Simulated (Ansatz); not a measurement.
## Electronic structure of C$_{3}$H$_{6}$OS (SMILES CC(S)=CO) in real space

```json
{"atom": "C", "x (Å)": "-1.1537", "y (Å)": "-0.0876", "z (Å)": "0.9859"}
{"atom": "C", "x (Å)": "-0.0252", "y (Å)": "0.2653", "z (Å)": "0.0738"}
{"atom": "S", "x (Å)": "0.7529", "y (Å)": "1.8616", "z (Å)": "0.2385"}
{"atom": "C", "x (Å)": "0.4152", "y (Å)": "-0.5243", "z (Å)": "-0.9260"}
{"atom": "O", "x (Å)": "1.4215", "y (Å)": "-0.2593", "z (Å)": "-1.7567"}
{"atom": "H", "x (Å)": "-1.5653", "y (Å)": "-1.0771", "z (Å)": "0.7325"}
{"atom": "H", "x (Å)": "-1.9694", "y (Å)": "0.6510", "z (Å)": "0.9241"}
{"atom": "H", "x (Å)": "-0.8279", "y (Å)": "-0.1193", "z (Å)": "2.0396"}
{"atom": "H", "x (Å)": "1.5480", "y (Å)": "1.5845", "z (Å)": "1.3019"}
{"atom": "H", "x (Å)": "-0.0570", "y (Å)": "-1.4921", "z (Å)": "-1.1270"}
{"atom": "H", "x (Å)": "1.7702", "y (Å)": "0.6149", "z (Å)": "-1.4951"}
```

All numbers below come from Ansatz, RKS PBE0-D4/def2-SVP.

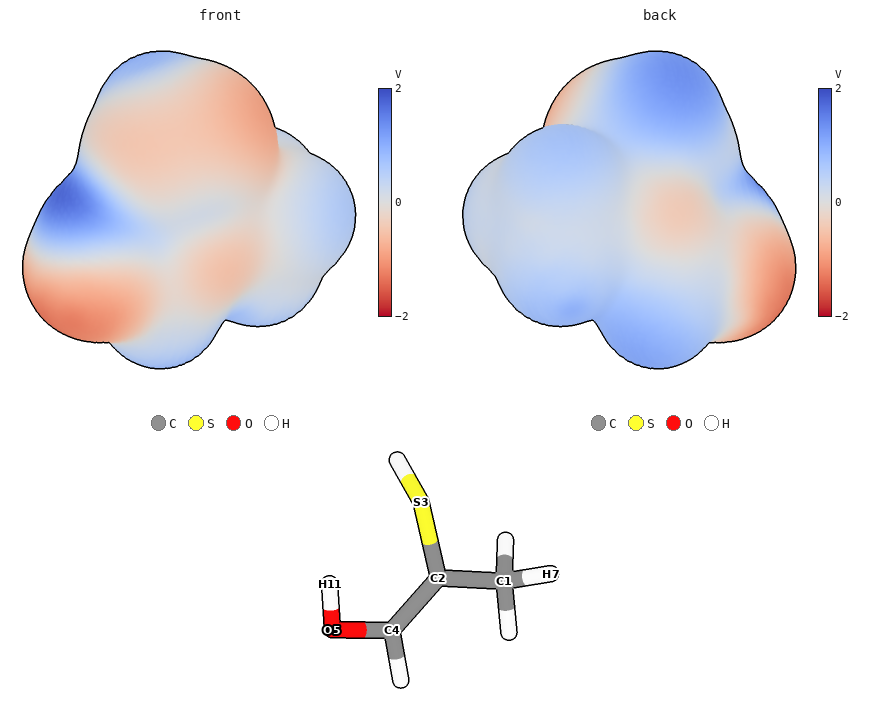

Figure 1. The electrostatic potential painted on the density surface at 0.002 e/bohr³, seen from the front and from behind; the colour scale runs from red (negative) to blue (positive). The bare structure is drawn below in the same view.

### Where is the surface potential most negative and most positive?

The most negative region (about −1.3 V) lies over O5, the most positive (about +1.6 V) over H11. O5 is the likeliest acceptor of a hydrogen bond.

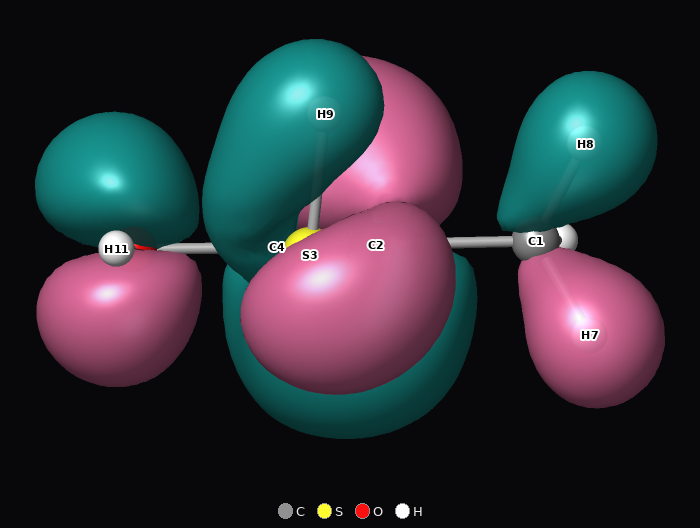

Figure 2. The HOMO at ±0.08 Å⁻³ᐟ² (teal and pink are the two phases), seen from one side.

### What is the character of this orbital?

By Hirshfeld shares it lies mainly on C2 (about 30 %), C4 (about 20 %), O5 (about 20 %) and S3 (about 10 %). Its energy is −6.43 eV.

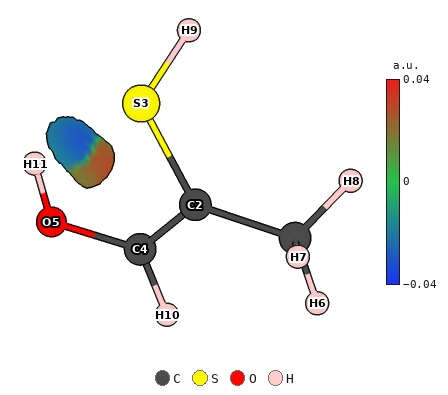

Figure 3. Non-covalent interaction (NCI) plot: the surface where the reduced density gradient is 0.5, for densities under 0.05 a.u., coloured by sign(λ₂)ρ; seen at a tilt.

### Which non-covalent interactions does the plot reveal?

H11···S3 (2.4 Å): a hydrogen bond (blue, attractive).
